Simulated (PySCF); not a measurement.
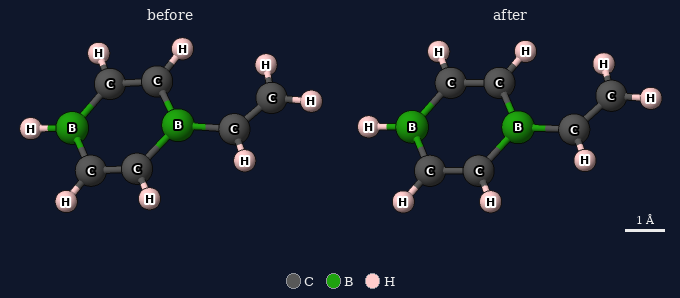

The structure of C6H8B2 before (left) and after (right) a relaxation, at one scale.

The picture is a ball-and-stick view, seen at a tilt.

The start comes from GFN2-xTB. Its atoms were then displaced at random by about 0.01 Å.

Method: PBE0-D3(BJ)/def2-SVP geometry optimisation, gas phase in PySCF 2.14.0, density-fitted response routines. 

### Describe what moved and what it gained.

An H atom moves most after the best rigid fit: 0.13 Å. Largest moves by element: H 0.13 Å, C 0.09 Å, B 0.07 Å. Near-neighbour distances that change, for instance: B–H 1.160 → 1.212 Å, C–C 1.309 → 1.354 Å, C–H 1.058 → 1.098 Å, B–C 1.541 → 1.565 Å. Among the angles between lasting bonds that change: C–B–C 114.9° → 118.4°, H–C–H 112.4° → 115.8°, B–C–H 117.0° → 119.7°. Over 6 geometry steps the energy falls by 25.0 kJ/mol. The run took 120 s on 1 thread of Arm Neoverse N1, with other jobs on the host.
